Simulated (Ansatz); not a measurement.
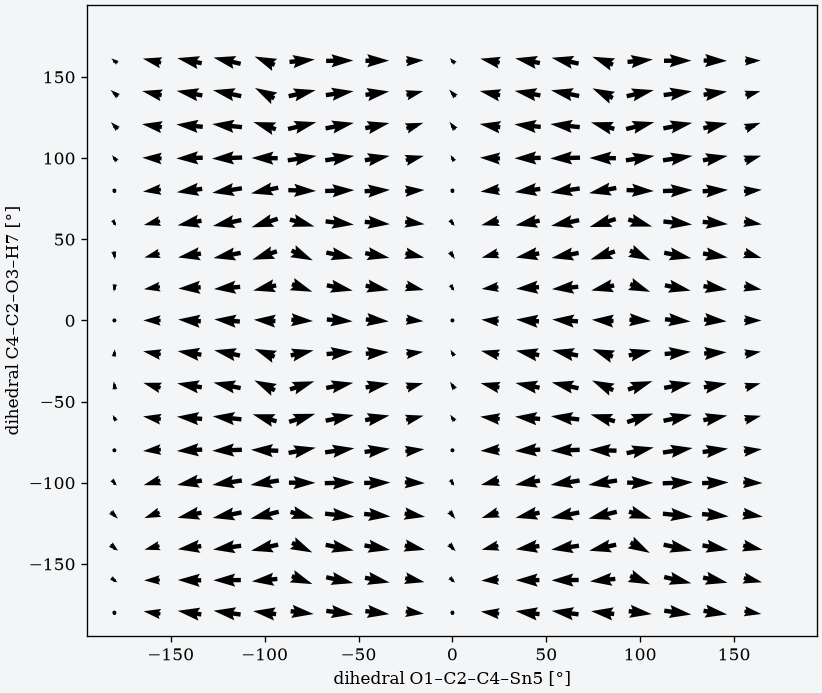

C2H6O2Sn, SMILES OC(O)=[CH][SnH3]. First axis: dihedral O1–C2–C4–Sn5. Second axis: dihedral C4–C2–O3–H7. Nothing is relaxed (all other coordinates rigid). The scan uses an 18 × 18 grid. Points are written as (first, second). The dihedral twists a double bond; near 90° a spin-restricted reference is unreliable. Theory: Ansatz, RKS B3LYP-D4/def2-SVP.

The picture shows dots at the grid points, arrows along the force (downhill), their lengths compressed.

Q: The arrows alone are given. Where are the wells?

A: The arrows converge at (0°, −180°); (−180°, −180°) (6 kJ/mol up); (0°, 0°) (7 kJ/mol up); (−180°, 0°) (10 kJ/mol up) (read from the interpolated surface).

The energy map of the same scan:

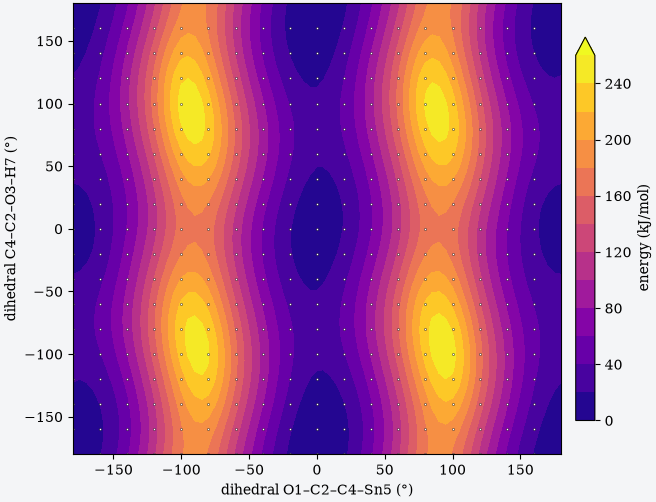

Energies are in kJ/mol, from the lowest grid point; between grid points the surface is interpolated.
